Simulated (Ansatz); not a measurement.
# Calculations on CH₄AlI

## 1. Relaxation

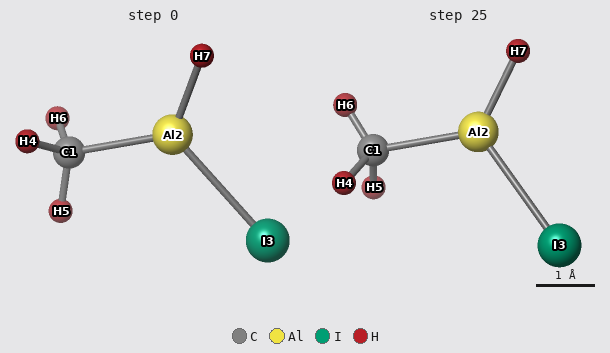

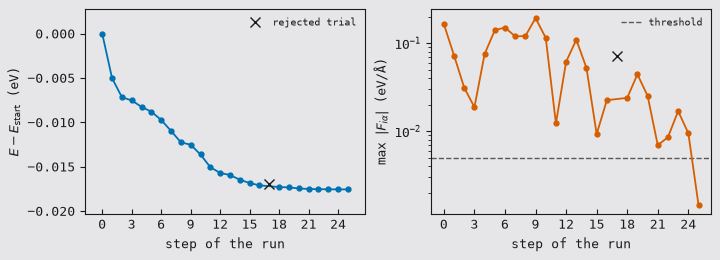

First and last geometry of a constrained relaxation of CH4AlI, with the history of the run. The picture is a ball-and-stick view, seen at a tilt.

Level of theory: RKS PBE0-D4/def2-TZVP in Ansatz 0.2.0.

Input file:
```yaml
crystal:
  periodic: [false, false, false]
  atoms:
    - {symbol: C, position_ang: [-0.777628, 0.466760, -0.320613]}
    - {symbol: Al, position_ang: [0.911292, -0.360690, 0.156427]}
    - {symbol: I, position_ang: [0.961386, -2.112639, 1.915089]}
    - {symbol: H, position_ang: [-0.727610, 1.549637, -0.165599]}
    - {symbol: H, position_ang: [-1.615880, 0.075197, 0.257835]}
    - {symbol: H, position_ang: [-0.960689, 0.332853, -1.236961]}
    - {symbol: H, position_ang: [2.299526, 0.002311, -0.505328]}
basis:
  gaussian: {orbitals: def2-TZVP}
hamiltonian: {xc: pbe0, dispersion: d4}
relax: {f_tol: 0.005, max_steps: 200, constraints: [{distance: [0, 5]}]}
```

Question: What do the curves and the structures tell?

Answer: It converged. After 24 accepted moves (25 points after the start) the energy has fallen by 0.018 eV. Largest force component: 0.17 eV/Å at the start, 0.0015 eV/Å at the end. The line search rejected the trial step at point 17 of the run. The atom that moves furthest after the best rigid fit is H4 (0.75 Å). Largest moves by element: H 0.75 Å, I 0.56 Å, Al 0.09 Å, C 0.05 Å. Bond angles that change, for instance: Al2–C1–H5 112.7° → 108.7°, Al2–C1–H6 110.3° → 114.0°, H4–C1–H6 106.7° → 109.8°. Groups turn about C1–Al2 by about 60°. The run took of the order of 3 core-minutes on a shared host.

## 2. Relaxation

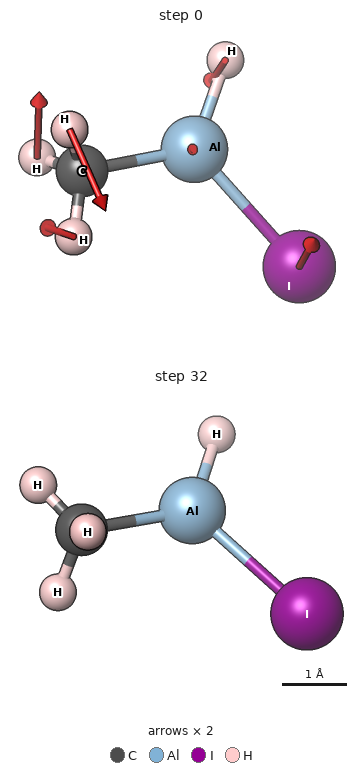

The structure of CH4AlI before (top) and after (bottom) a constrained relaxation, at one scale. The red arrows give the displacements, 2 times their true length.

The picture is a ball-and-stick view, seen at a tilt.

These are results of RKS PBE0-D4/def2-TZVP (Ansatz), not measurements.

The input:
```yaml
crystal:
  periodic: [false, false, false]
  atoms:
    - {symbol: C, position_ang: [-0.777628, 0.466760, -0.320613]}
    - {symbol: Al, position_ang: [0.911292, -0.360690, 0.156427]}
    - {symbol: I, position_ang: [0.961386, -2.112639, 1.915089]}
    - {symbol: H, position_ang: [-0.727610, 1.549637, -0.165599]}
    - {symbol: H, position_ang: [-1.615880, 0.075197, 0.257835]}
    - {symbol: H, position_ang: [-0.973875, 0.323207, -1.302969]}
    - {symbol: H, position_ang: [2.299526, 0.002311, -0.505328]}
basis:
  gaussian: {orbitals: def2-TZVP}
hamiltonian: {xc: pbe0, dispersion: d4}
relax: {f_tol: 0.005, max_steps: 200, constraints: [{distance: [0, 5]}]}
```

Question: What changed between the two?

Answer: Over 29 accepted moves (32 points after the start) the energy falls by 0.20 kcal/mol. Largest force component: 0.094 eV/Å at the start, 0.0039 eV/Å at the end. The line search rejected the trial steps at points 9, 10, 20 of the run. The forces were under the threshold at step 19, but the run went on from there. H4 moves most after the best rigid fit: 0.75 Å. By element the largest moves are H 0.75 Å, I 0.58 Å, Al 0.09 Å, C 0.03 Å. Among the angles between lasting bonds that change: Al2–C1–H5 112.7° → 109.5°, Al2–C1–H6 110.3° → 113.2°, H4–C1–H6 106.7° → 109.2°. Groups turn about C1–Al2 by about 60°. The run took about 3 core-minutes on a shared host.

## 3. Scan

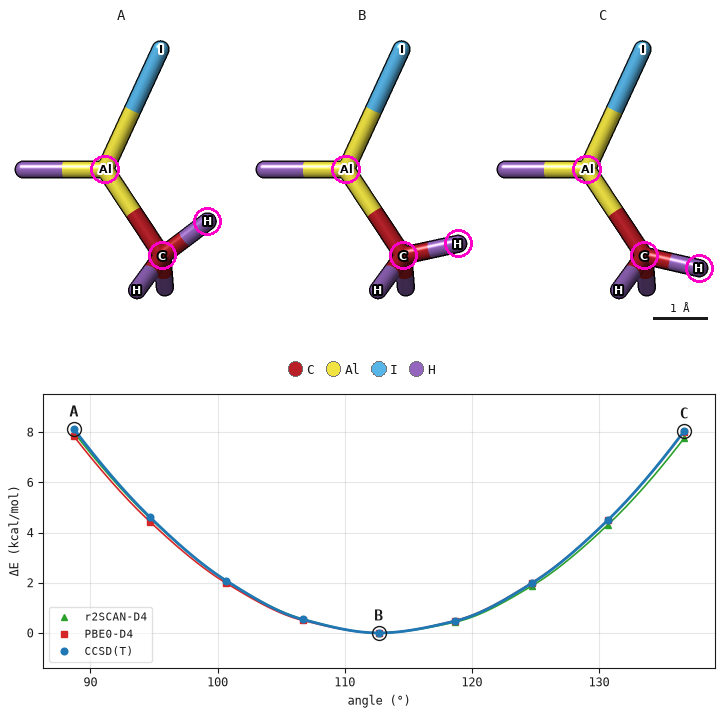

A scan of CH$_{4}$AlI: one H–C–Al angle is varied, with the rest of the molecule carried along rigidly. The lettered frames are marked on the plot, at the values of CCSD(T). A stick model, seen onto the plane of the angle, with a slight tilt. The ringed atoms are those of the scanned coordinate.

Computed with Ansatz: CCSD(T), PBE0-D4, r2SCAN-D4, basis def2-TZVPP, on geometries moved rigidly from the minimum at PBE0-D4/def2-TZVP. Coupled cluster with a frozen core. Elements past krypton carry the basis set's effective core potentials. Energies are counted from the PBE0-D4/def2-TZVP minimum geometry at the same level.

### What does the scan show?

With CCSD(T): the lowest computed point lies at the angle 112.7° (0.0 kcal/mol). The curvature at the lowest point is about 4 eV/rad². At 88.7° the levels give PBE0-D4 7.8 kcal/mol, r2SCAN-D4 8.0 kcal/mol, CCSD(T) 8.1 kcal/mol. Closest to CCSD(T) there is r2SCAN-D4.
